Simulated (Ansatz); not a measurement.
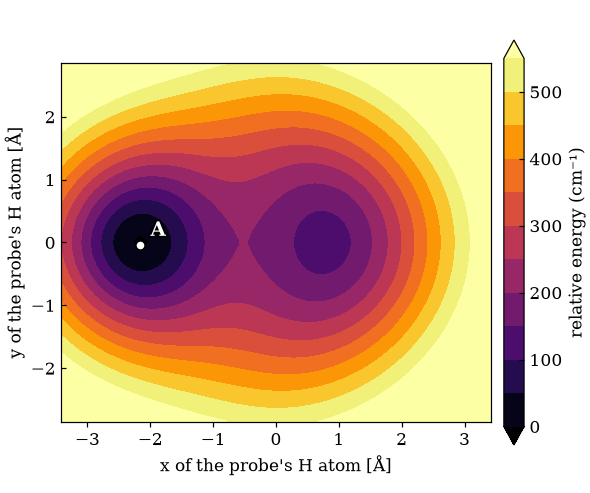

C₂H₄Sn (SMILES [CH]1=[CH][SnH2]1) with the probe HF. 
- The probe is moved over a plane parallel to the molecule's main plane, 3.55 Å above it.
- Coordinates scanned: (1) x of the probe's H atom; (2) y of the probe's H atom.
- Nothing is relaxed (molecule and probe rigid, the probe upright with H nearest the plane).
- The scan uses a 13 × 11 grid; 78 points were computed and 65 follow by symmetry.
- Points are written as (first, second).
- Energies: cm⁻¹, counted from the lowest grid point.
- Level of theory: Ansatz, RHF-MP2, frozen core/def2-SVPD.

Drawn: filled contours, one colour for all values above the top of the scale, the point A. Between grid points the surface is interpolated.

**What is the easiest way out of the well at A, and how high is the barrier?**

The easiest path leads from the well at about (−2.17 Å, −0.04 Å) to the well at about (0.72 Å, −0.04 Å), about 131 cm⁻¹ higher. Its highest point lies about 200 cm⁻¹ above the bottom of the first well on the interpolated surface, at (−0.57 Å, 0.00 Å). Seen from the upper well the barrier is about 73 cm⁻¹. This is the barrier on the constrained surface; relaxing the other coordinates would change it.

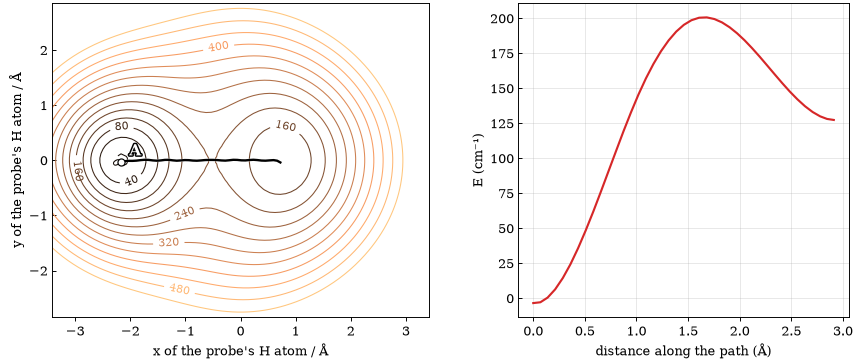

In the figure: contour lines labelled in cm⁻¹ (none above 520), a line along the lowest path, the energy along the path at the right. Between grid points the surface is interpolated.
